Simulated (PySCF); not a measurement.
**C$_{6}$H$_{10}$Ge (SMILES C=C[CH2][GeH2][C]#CC): density, localisation and related maps**

```xyz
17

C    -2.9036   -0.8468    0.5442
C    -1.7623   -0.2057    0.7225
C    -1.5083    1.1977    0.3069
Ge   -0.2565    1.2493   -1.2382
C     1.3127    0.2772   -0.8182
C     2.2873   -0.3598   -0.5037
C     3.4607   -1.1246   -0.1429
H    -3.7573   -0.3679    0.0916
H    -3.0355   -1.8713    0.8481
H    -0.9187   -0.7131    1.1755
H    -1.0508    1.7556    1.1271
H    -2.4399    1.6943    0.0344
H     0.1459    2.6617   -1.5760
H    -0.8683    0.6316   -2.4644
H     3.7568   -1.7640   -0.9741
H     4.2846   -0.4536    0.0990
H     3.2462   -1.7486    0.7246
```

Geometry: GFN2-xTB.

Computed with PySCF, PBE0/def2-SVPD, SCF density, gas phase.

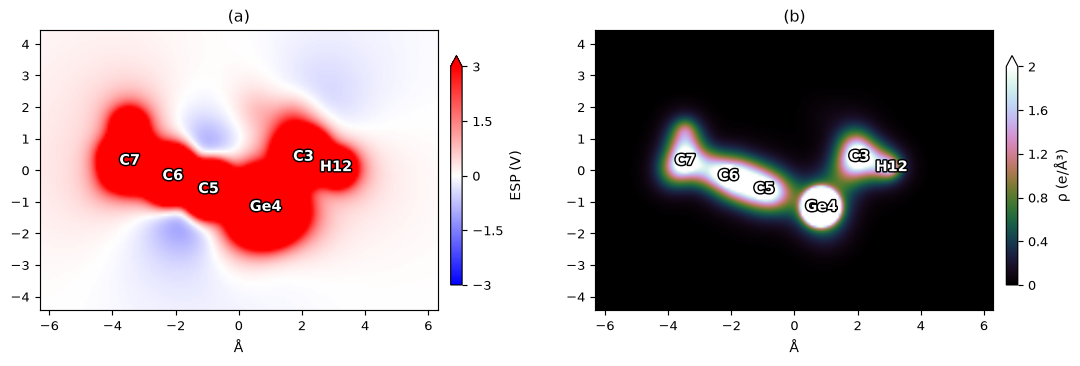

Figure 1. (a) molecular electrostatic potential; (b) total electron density on the plane of atoms C3, Ge4 and C5.

What does the map show?

Answer. The section cuts through C, Ge and H sites. C–C (1.21 Å): ρ is about 2.7 e/Å³ halfway. C–Ge (1.89 Å): ρ is about 0.91 e/Å³ halfway. C–H (1.09 Å): ρ is about 1.9 e/Å³ halfway. C–Ge (1.99 Å): ρ is about 0.83 e/Å³ halfway. Outside the dense part of the molecule the potential is most negative (−1.0 V) near C5.

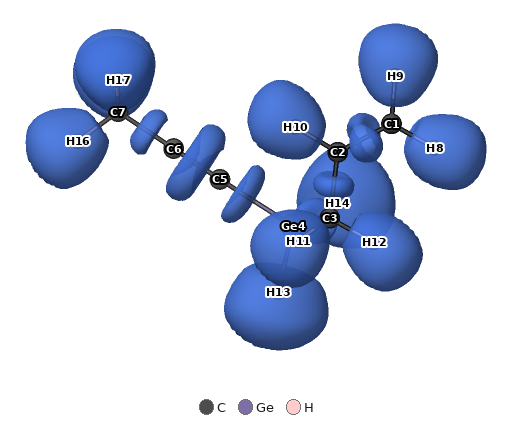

Figure 2. Isosurface of the ELF at 0.8 (blue), seen at a tilt. Core shells and regions of very low density are left out.

What do the ELF domains correspond to?

Answer. The surface consists of four regions between bonded C–C atoms (shared pairs), ten regions around hydrogen nuclei and two lobes of the valence shell of C pointing towards Ge (polar bonds).


C–C (1.21 Å): the ELF peaks at about 0.85 between the atoms; a short, multiple covalent bond. C–Ge (1.89 Å): the ELF peaks at about 0.95 in the valence shell of C, 0.7 Å from its nucleus, and is about 0.60 at the midpoint.

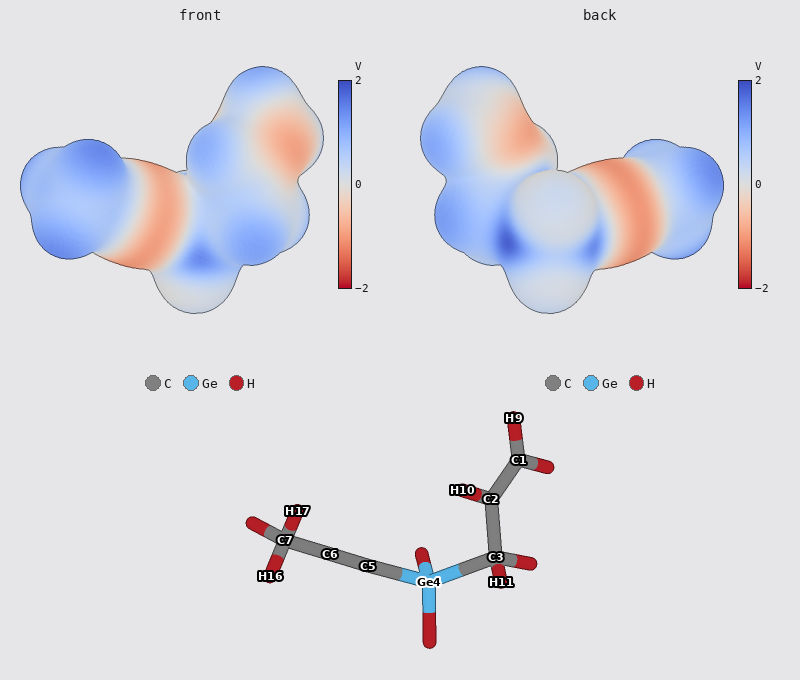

Figure 3. The electrostatic potential painted on the density surface at 0.004 e/bohr³, seen from the front and from behind; red is negative and blue positive. The bare structure is drawn below in the same view.

Where is the surface potential most negative and most positive?

Answer. The most negative region (about −1.0 V, or −23 kcal/mol for a unit charge) lies over C5 and C6, the most positive (about +1.5 V, or +35 kcal/mol for a unit charge) over Ge4.

How polar is the molecule by this calculation?

Answer. Its dipole moment is 1.07 D.
